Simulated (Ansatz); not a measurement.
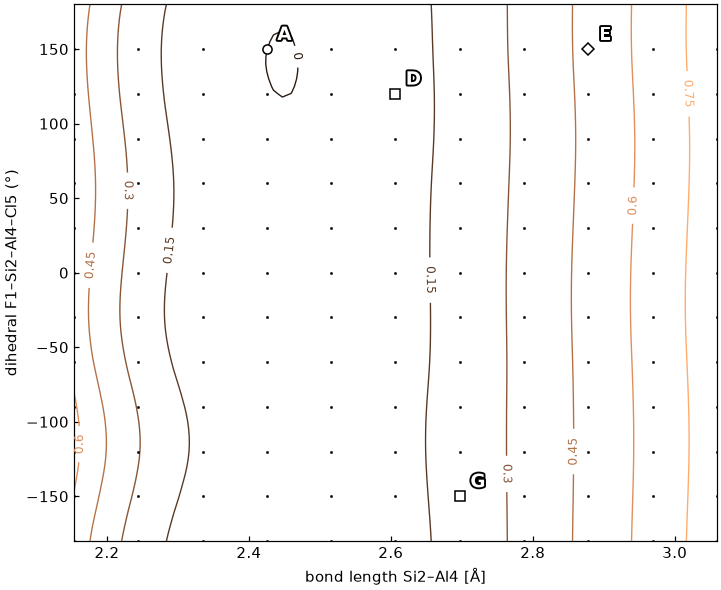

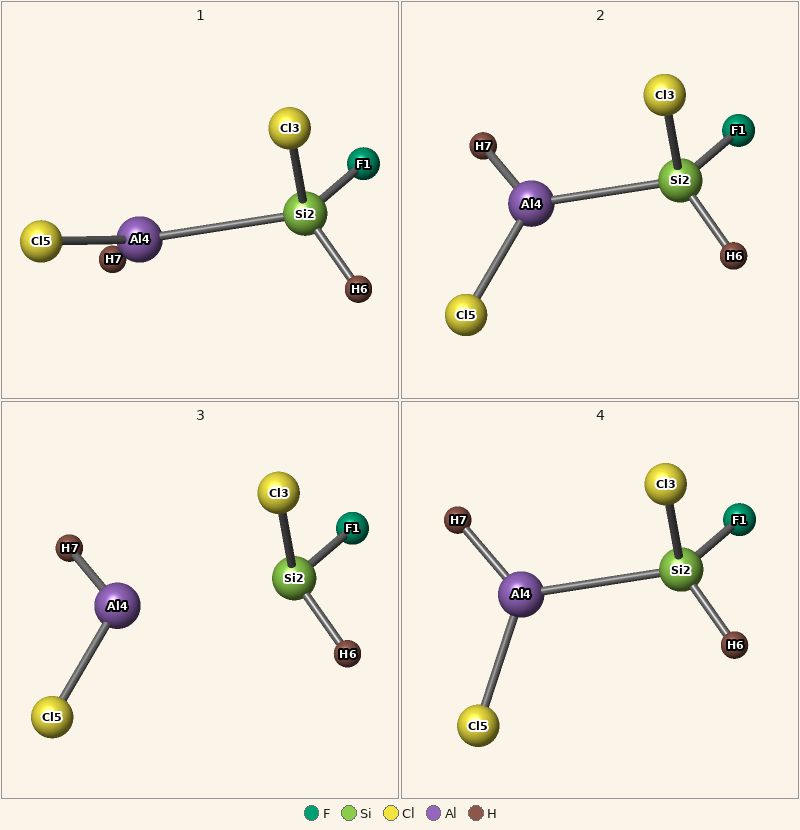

AlCl2FH2Si, SMILES F[SiH](Cl)[AlH][Cl]. 
- Coordinates scanned: (1) bond length Si2–Al4; (2) dihedral F1–Si2–Al4–Cl5.
- Nothing is relaxed (all other coordinates rigid).
- The grid has 11 × 12 points.
- Points are written as (first, second).
- All energies are given in eV relative to the lowest grid point.
- Theory: RKS B3LYP-D4/def2-SVP in Ansatz 0.2.0.

The picture shows contour lines labelled in eV, dots at the grid points, lettered points. Between grid points the surface is interpolated. The numbered pictures are the structures at these points, in random order.

Which structure belongs to which point?

Answer. A is structure 2: (2.425 Å, 150°), 0.00 eV; D is structure 4: (2.606 Å, 120°), 0.09 eV; E is structure 3: (2.878 Å, 150°), 0.49 eV; G is structure 1: (2.697 Å, −150°), 0.21 eV.
